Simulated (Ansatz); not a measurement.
A series of calculations on C$_{2}$H$_{7}$NO$_{2}$

## 1. Relaxation

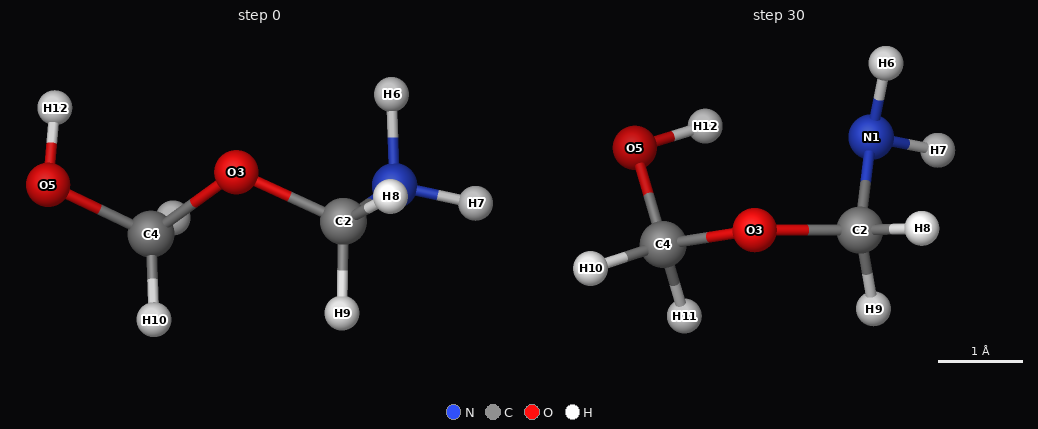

The structure of C$_{2}$H$_{7}$NO$_{2}$ before (left) and after (right) a relaxation, at one scale.

Style: ball-and-stick. Shown at a tilt.

The run prepares an end point of a later path (inversion) calculation, from a guessed geometry.

Theory: RKS revPBE/def2-SVP (Ansatz 0.2.0). Settings: no spin polarisation; force threshold 0.015 eV/Å; at most 40 steps.

Question: Describe what moved and what it gained.

Answer: The atom that moves furthest after the best rigid fit is H12 (1.82 Å). Largest moves by element: H 1.82 Å, O 1.19 Å, N 0.79 Å, C 0.34 Å. Near-neighbour distances that change, for instance: O3–C4 1.517 → 1.436 Å, N1–H6 1.095 → 1.029 Å, C2–H8 1.051 → 1.115 Å, C4–H10 1.054 → 1.110 Å. Bond angles that change, for instance: O3–C4–O5 104.2° → 113.9°, C2–N1–H6 105.3° → 110.5°, O5–C4–H10 112.2° → 107.9°. Groups turn about O3–C4 by about 110°, N1–C2 by about 25°. The energy falls by 73.4 kJ/mol in 28 accepted moves (30 points after the start). The largest force component goes from 3.7 to 0.0097 eV/Å. The line search rejected the trial steps at points 3, 17 of the run. The forces were under the threshold at step 14, but the run went on from there.

## 2. Relaxation

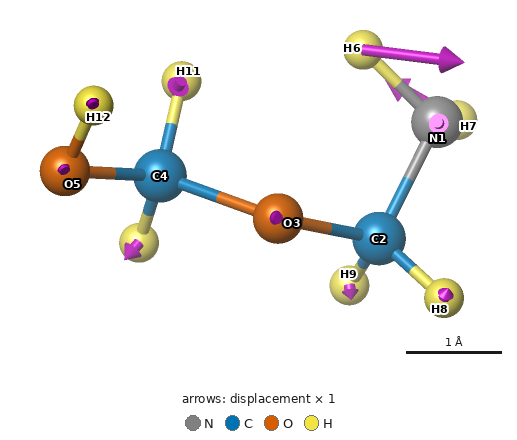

A relaxation of C₂H₇NO₂. The starting structure is drawn; purple arrows show the displacements, at their true length. The two geometries are superimposed by the best rigid fit.

The picture is a ball-and-stick view, seen at a tilt.

The run prepares an end point of a later path (inversion) calculation, from a guessed geometry.

Theory: RKS revPBE/def2-SVP in Ansatz 0.2.0.

The input:
```yaml
crystal:
  periodic: [false, false, false]
  atoms:
    - { symbol: "N", position_ang: [-0.8085, -0.1514, 1.5239] }
    - { symbol: C, position_ang: [-0.533, -0.92, 0.3589] }
    - { symbol: O, position_ang: [-0.3425, -0.0917, -0.7815] }
    - { symbol: C, position_ang: [1.0595, 0.4872, -0.7668] }
    - { symbol: O, position_ang: [1.1637, 1.1755, -1.9944] }
    - { symbol: H, position_ang: [-0.33809, 0.82164, 1.34551] }
    - { symbol: H, position_ang: [-0.33667, -0.50674, 2.32145] }
    - { symbol: H, position_ang: [-1.3404, -1.5498, 0.1201] }
    - { symbol: H, position_ang: [0.3367, -1.5467, 0.6011] }
    - { symbol: H, position_ang: [1.7543, -0.3021, -0.692] }
    - { symbol: H, position_ang: [1.103, 1.1722, 0.0939] }
    - { symbol: H, position_ang: [0.4983, 1.8809, -1.9358] }
basis:
  gaussian: { orbitals: def2-SVP }
hamiltonian:
  xc: revpbe
relax:
  f_tol: 0.015
  max_steps: 40
```

Command:
```bash
ansatz run input.yaml --threads 2 --pin off --max-ram 3072MiB --backend cpu --events-out ev --progress --plain --runs-dir out
```

> Atoms of which element are displaced furthest, and by how much?

Hydrogen: up to 1.15 Å, against 0.22 Å for nitrogen.

> What did the optimiser do to the structure, and how much energy did it gain?

The energy falls by 20.5 kcal/mol in 13 accepted moves (15 points after the start). The largest force component goes from 4 to 0.012 eV/Å. The line search rejected the trial steps at points 3, 11 of the run. The largest move after the best rigid fit is that of H6, 1.15 Å. By element the largest moves are H 1.15 Å, N 0.22 Å, O 0.12 Å, C 0.08 Å. Some distances before and after: O3–C4 1.517 → 1.421 Å, N1–H6 1.095 → 1.028 Å, C4–H10 1.054 → 1.119 Å, C2–H8 1.051 → 1.109 Å. Among the angles between lasting bonds that change: N1–C2–O3 111.6° → 117.9°, O5–C4–H10 112.2° → 106.5°, C2–N1–H6 105.3° → 110.9°. Groups turn about N1–C2 by about 75°. Cost: 17 s on 2 threads of Intel(R) Xeon(R) 6975P-C (Granite Rapids) (shared host), peak memory 0.16 GiB.

## 3. Path

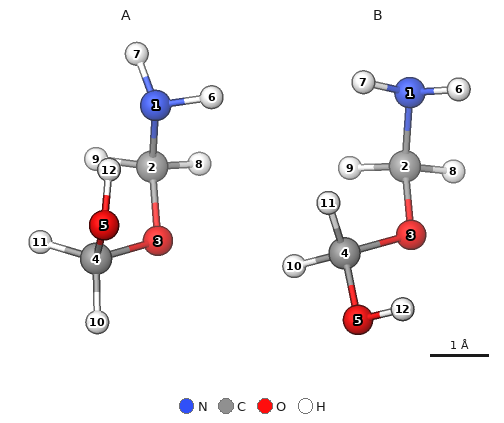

The two relaxed end points of a path for C2H7NO2. A ball-and-stick model, seen from a free direction.

Level of theory: RKS revPBE/def2-SVP in Ansatz 0.2.0.

Settings: 5 movable images; climbing image; force threshold 0.05 eV/Å; iteration limit 60.

Start:
```xyz
12

N    -1.0606    0.3655    0.8806
C    -0.4425   -0.8945    0.4262
O     0.0897   -0.7796   -0.8732
C     1.1391    0.1948   -0.9781
O     0.6832    1.5123   -1.0379
H    -1.9841    0.4927    0.4439
H    -1.2070    0.3512    1.8982
H    -1.1487   -1.7566    0.3773
H     0.3547   -1.1454    1.1716
H     1.6639   -0.0281   -1.9303
H     1.8517    0.0256   -0.1233
H     0.1375    1.6071   -0.2208
```

End:
```xyz
12

N    -1.1347   -0.3376    1.4898
C    -0.6343   -1.0167    0.3189
O    -0.2417   -0.2124   -0.8106
C     1.0022    0.4601   -0.6703
O     1.2619    1.2104   -1.8158
H    -1.8984    0.3041    1.2431
H    -0.4094    0.2134    1.9629
H    -1.4348   -1.6700   -0.0850
H     0.2173   -1.6672    0.6311
H     1.8437   -0.2703   -0.5716
H     0.9883    1.0979    0.2576
H     0.5168    1.8333   -1.9158
```

> Predict the minimum-energy path and its barrier.

The energy climbs by 4.25 kcal/mol to image 3 and then falls by 0.92 kcal/mol, so the end point sits at +3.34 kcal/mol. The motion is an umbrella inversion at N1. No bond forms or breaks between the ends. Among the angles between lasting bonds that change up to the highest image: H6–N1–H7 107.1° → 117.2°, C2–N1–H6 110.5° → 120.7°. The band converged in 23 iterations, with a climbing image at the top. At the top, the vibrational analysis gives one imaginary mode (483i cm⁻¹), as a transition state must have.

Energies of the converged images:

| image | path (Å) | E (kcal/mol) |
| --- | --- | --- |
| 0 | 0.00 | 0.00 |
| 1 | 0.35 | 0.24 |
| 2 | 0.70 | 1.45 |
| 3 | 1.05 | 4.25 |
| 4 | 2.11 | 3.57 |
| 5 | 3.17 | 3.62 |
| 6 | 4.24 | 3.34 |

The geometry at the top of the path:

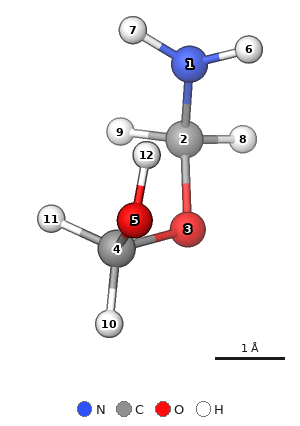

Cost: 110 s on 2 threads of Intel(R) Xeon(R) 6975P-C (Granite Rapids) (shared host), peak memory 0.16 GiB.
